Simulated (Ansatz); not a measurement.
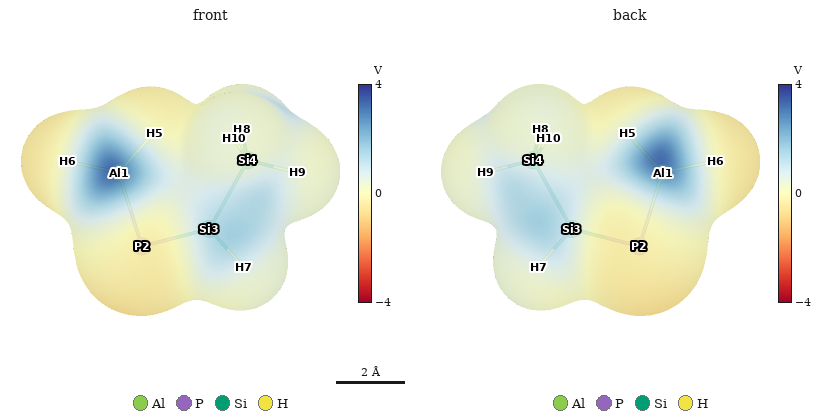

The picture shows: AlH₆PSi₂ (SMILES [AlH2]/[P]=[SiH]\[SiH3]). The electrostatic potential painted on the density surface at 0.002 e/bohr³, seen from the front and from behind; the colour scale runs from red (negative) to blue (positive).

Geometry: r2SCAN-D4/def2-SVP.

All numbers below come from isolated molecule in a Gaussian basis; Kohn-Sham density functional theory, functional PBE0 (Ansatz).

```xyz
10

Al    1.0628    3.2354    1.3330
P     1.4541    2.5371   -0.8316
Si   -0.3139    1.4254   -0.8846
Si   -2.0521    1.0248    0.6667
H    -0.2424    2.7755    2.1263
H     2.1132    4.1923    2.0437
H    -0.6137    0.6906   -2.1581
H    -1.5453    0.3363    1.8888
H    -3.0163    0.1215   -0.0361
H    -2.7535    2.2875    1.0384
```

Q: Which sites attract a positive test charge, and which a negative one?

A: A positive charge is drawn to the negative regions and a negative charge to the positive ones. The most negative region (about −0.7 V) lies over P2, the most positive (about +3.1 V) over Al1.
